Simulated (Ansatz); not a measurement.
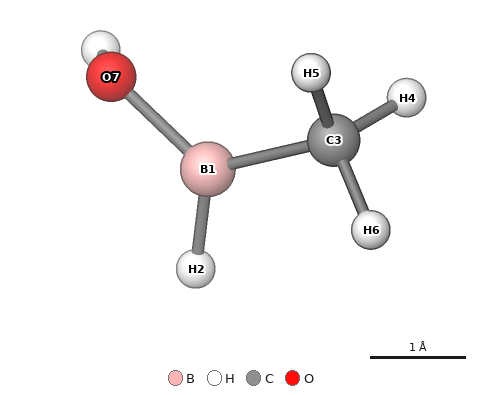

Starting structure of CH$_{5}$BO. Style: ball-and-stick. Shown at a tilt.

The run prepares the start of a later molecular dynamics calculation, from a guessed geometry.

The calculation used RKS B3LYP/def2-SVP in Ansatz.

Input
```yaml
crystal:
  periodic: [false, false, false]
  atoms:
    - { symbol: B, position_ang: [0.0, 0.0, 0.0] }
    - { symbol: H, position_ang: [0.0, 0.0, 1.19] }
    - { symbol: C, position_ang: [1.3856, 0.0, -0.8] }
    - { symbol: H, position_ang: [1.7152, -1.0462, -0.9702] }
    - { symbol: H, position_ang: [1.2491, 0.508, -1.7774] }
    - { symbol: H, position_ang: [2.1552, 0.5381, -0.2082] }
    - { symbol: O, position_ang: [-1.2211, 0.0, -0.705] }
    - { symbol: H, position_ang: [-1.7308, -0.8467, -0.4965] }
basis:
  gaussian: { orbitals: def2-SVP }
hamiltonian:
  xc: b3lyp
relax:
  f_tol: 0.02
  max_steps: 40
```

Run as
```bash
ansatz run input.yaml --threads 1 --pin off --max-ram 2048MiB --backend cpu --events-out ev --progress --plain --runs-dir out
```

### Predict the outcome.

Over 9 accepted moves (11 points after the start) the energy falls by 14.5 kcal/mol. The largest force component goes from 2.1 to 0.0017 eV/Å. The line search rejected the trial steps at points 4, 10 of the run. The forces were under the threshold at step 8, but the run went on from there. H8 moves most after the best rigid fit: 0.66 Å. Largest moves by element: H 0.66 Å, B 0.23 Å, O 0.16 Å, C 0.02 Å. Some distances before and after: B1–O7 1.410 → 1.356 Å, O7–H8 1.010 → 0.965 Å, B1–C3 1.600 → 1.568 Å, B1–H2 1.190 → 1.217 Å. Bond angles that change, for instance: H4–C3–H6 109.4° → 105.4°, B1–C3–H5 109.5° → 113.5°, B1–O7–H8 109.5° → 113.3°. Groups turn about B1–O7 by about 65°, B1–C3 by about 30°.

History of the run:

```json
{"step": "0", "E − E(0), kcal/mol": "0.00", "largest force component, eV/Å": "2.0595", "note": ""}
{"step": "1", "E − E(0), kcal/mol": "-5.78", "largest force component, eV/Å": "2.3625", "note": ""}
{"step": "2", "E − E(0), kcal/mol": "-9.23", "largest force component, eV/Å": "2.6259", "note": ""}
{"step": "3", "E − E(0), kcal/mol": "-12.43", "largest force component, eV/Å": "0.7585", "note": ""}
{"step": "4", "E − E(0), kcal/mol": "-12.33", "largest force component, eV/Å": "0.9230", "note": "rejected"}
{"step": "5", "E − E(0), kcal/mol": "-14.03", "largest force component, eV/Å": "0.3667", "note": ""}
{"step": "6", "E − E(0), kcal/mol": "-14.39", "largest force component, eV/Å": "0.0485", "note": ""}
{"step": "7", "E − E(0), kcal/mol": "-14.41", "largest force component, eV/Å": "0.0520", "note": ""}
{"step": "8", "E − E(0), kcal/mol": "-14.44", "largest force component, eV/Å": "0.0103", "note": ""}
{"step": "9", "E − E(0), kcal/mol": "-14.45", "largest force component, eV/Å": "0.0259", "note": ""}
{"step": "10", "E − E(0), kcal/mol": "-14.42", "largest force component, eV/Å": "0.1671", "note": "rejected"}
{"step": "11", "E − E(0), kcal/mol": "-14.45", "largest force component, eV/Å": "0.0017", "note": ""}
```

The structure at the end:

```xyz
8

B     0.0172   -0.2117   -0.0877
H    -0.0320   -0.4834    1.0979
C     1.3859    0.0174   -0.8167
H     2.0200   -0.8831   -0.7224
H     1.2789    0.2636   -1.8844
H     1.9509    0.8269   -0.3200
O    -1.1412   -0.1081   -0.7859
H    -1.9265   -0.2684   -0.2481
```

The end point in the same view:

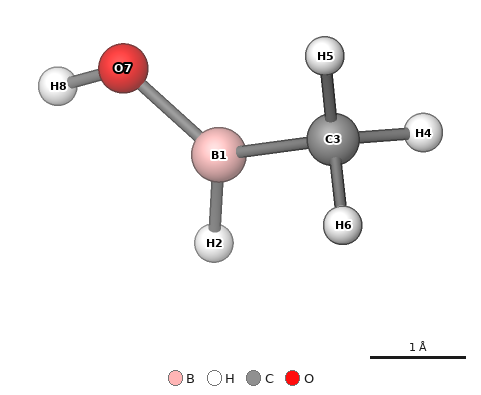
